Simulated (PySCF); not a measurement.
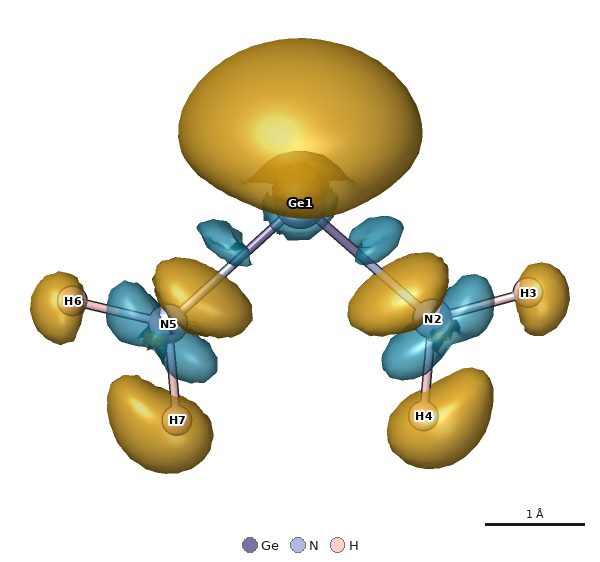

*Ge(NH2)2 (GeH$_{4}$N$_{2}$). Fukui function f⁻ = ρ(N) − ρ(N−1) at fixed geometry, surfaces at ±0.03 e/Å³ (yellow positive, teal negative).*

Level of theory: PBE0/def2-TZVP (PySCF), at a geometry from GFN2-xTB. No frequency check shows the geometry to be a minimum. GFN2-xTB bond lengths at metals and heavier atoms can be off by up to 0.1 Å and shapes distorted, which carries into these values.

The calculation's input:

```python
import numpy as np
from pyscf import gto, scf, dft
from pyscf.scf import atom_ks, atom_hf
from scipy.linalg import block_diag

def solve(mol, dm0=None, hcore=None):
    mf = (dft.UKS if mol.spin else dft.RKS)(mol, xc='pbe0')
    mf.grids.level = 3
    mf = mf.density_fit(auxbasis='def2-universal-jkfit')
    mf.conv_tol, mf.max_cycle = 1e-8, 80
    if hcore is not None:
        mf.get_hcore = lambda *args: hcore
    mf.kernel(dm0)
    if not mf.converged:
        mf = mf.newton().run(mf.mo_coeff, mf.mo_occ, max_cycle=30)
    assert mf.converged, 'SCF not converged'
    return mf

mol = gto.M(atom='''
Ge    -0.00006    -0.46944     0.00000
N     -1.34716     0.75114     0.00000
H     -2.32190     0.49842     0.00000
H     -1.25646     1.75548     0.00000
N      1.34737     0.75096     0.00000
H      2.32207     0.49810     0.00000
H      1.25680     1.75531     0.00000
''', basis='def2-tzvp', charge=0, spin=0, verbose=4)
mf = solve(mol)
out = dict(e0=mf.e_tot, dm0=mf.make_rdm1(), c=mf.mo_coeff, occ=mf.mo_occ, eps=mf.mo_energy)
for name, dq, spin in [('cation', 1, 1), ('anion', -1, 1)]:
    ion = mol.copy().set(charge=mol.charge + dq, spin=spin).build()
    mi = solve(ion)
    if spin and dq > 0 and mol.nao < 130:
        c, _, stable, _ = mi.stability(return_status=True)
        if not stable:
            mi = solve(ion, mi.make_rdm1(c, mi.mo_occ))
    print(name, 'vertical energy change / eV', (mi.e_tot - mf.e_tot) * 27.211386)
    out.update({'e_' + name: mi.e_tot, 'dm_' + name: mi.make_rdm1(), 's2_' + name: mi.spin_square()[0], 'eps_' + name: mi.mo_energy, 'occ_' + name: mi.mo_occ})
# spherically averaged free atoms, for the promolecule
atm = atom_ks.get_atm_nrks(mol, xc='pbe0')
pro = block_diag(*[(atm[a[0]][2] * atm[a[0]][3]) @ atm[a[0]][2].T for a in mol._atom])
np.savez('result.npz', pro=pro, **out)
```

Command:

```sh
OMP_NUM_THREADS=1 python input.py
```

The run took 27 s on 1 thread of Intel(R) Xeon(R) 6975P-C (Granite Rapids), with other jobs on the host, peak memory 0.6 GiB.

Partitions, critical points and surface values were worked out afterwards from this run's density.

Question: On which atoms does the density change most on removal of an electron?

Answer: f⁻ (Hirshfeld-condensed) is largest on Ge1 (0.57); the vertical ionisation energy is 9.15 eV (the stability of the cation's solution wasn't checked). Condensed values hint at sites of electrophilic attack but needn't mark the atom that reacts. Orbital relaxation makes it negative in places (0.12 e in all).
